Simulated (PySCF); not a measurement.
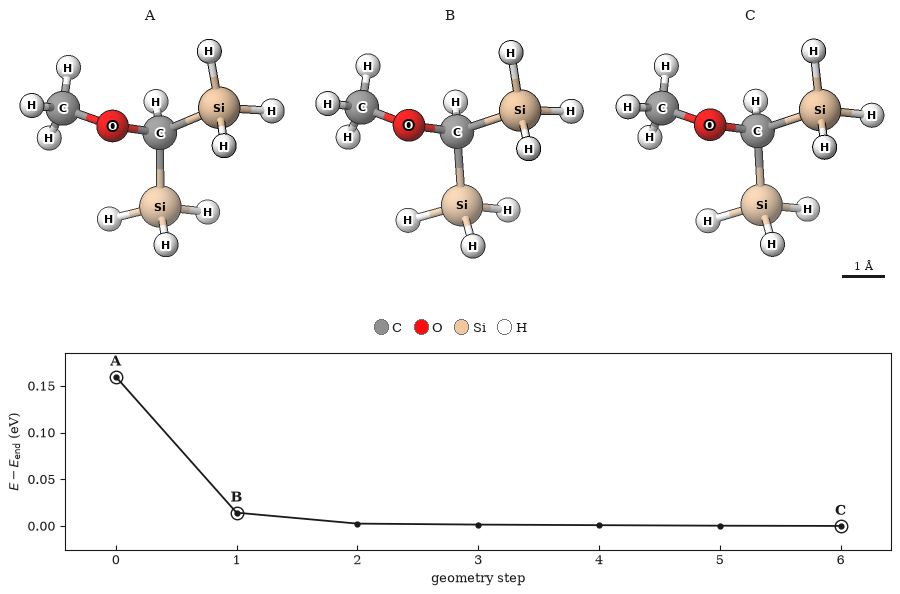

Frames of a relaxation of C2H10OSi2, marked on the history of the run. A ball-and-stick model, seen at a tilt.

The start comes from GFN2-xTB. Its atoms were then displaced at random by about 0.01 Å.

The calculation used PySCF, PBE0-D3(BJ)/def2-SVP geometry optimisation, gas phase. 

> What happens along the run?

Over 6 geometry steps the energy falls by 0.160 eV. The atom that moves furthest after the best rigid fit is an H atom (0.16 Å). By element the largest moves are H 0.16 Å, C 0.08 Å, O 0.06 Å, Si 0.06 Å. Some distances before and after: H–Si 1.443 → 1.495 Å, C–H 1.070 → 1.107 Å, C–O 1.426 → 1.397 Å, H–Si 1.463 → 1.493 Å. Bond angles that change, for instance: Si–C–Si 119.7° → 113.6°, O–C–Si 101.9° → 106.0°, O–C–H 104.2° → 107.6°. From step 0 to 1: an H atom moves most (0.17 Å), energy −0.146 eV. From step 1 to 6: an H atom moves most (0.11 Å), energy −0.014 eV.

| step | E − E(0), eV |
| --- | --- |
| 0 | 0.0000 |
| 1 | -0.1456 |
| 2 | -0.1573 |
| 3 | -0.1584 |
| 4 | -0.1590 |
| 5 | -0.1596 |
| 6 | -0.1598 |
